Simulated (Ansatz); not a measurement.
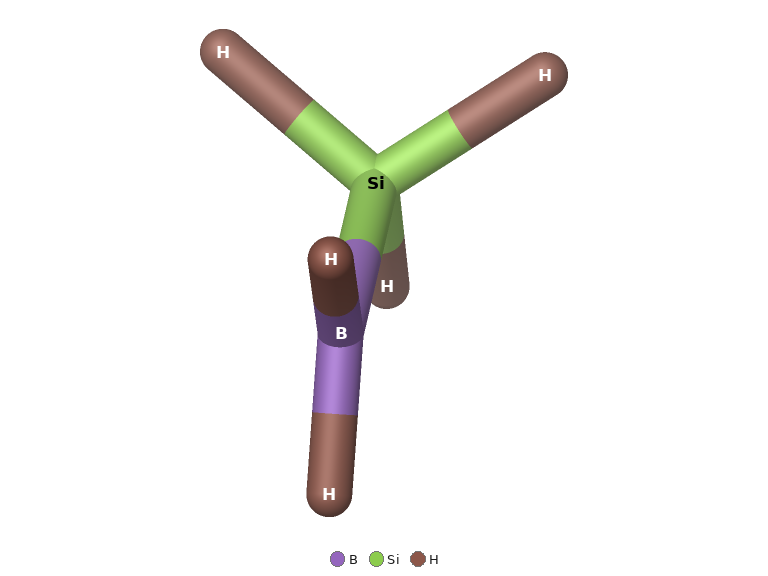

The geometry was computed by an optimisation with PBE0-D4/def2-TZVP. No frequency run is at hand to confirm it as a minimum. Level of theory: RKS PBE0-D4/def2-TZVP (Ansatz 0.2.0).

What does the calculation give?

The species is BH5Si (`B[SiH3]`).
- dipole moment: 0.37 D
- dispersion correction: −6.9 kJ/mol
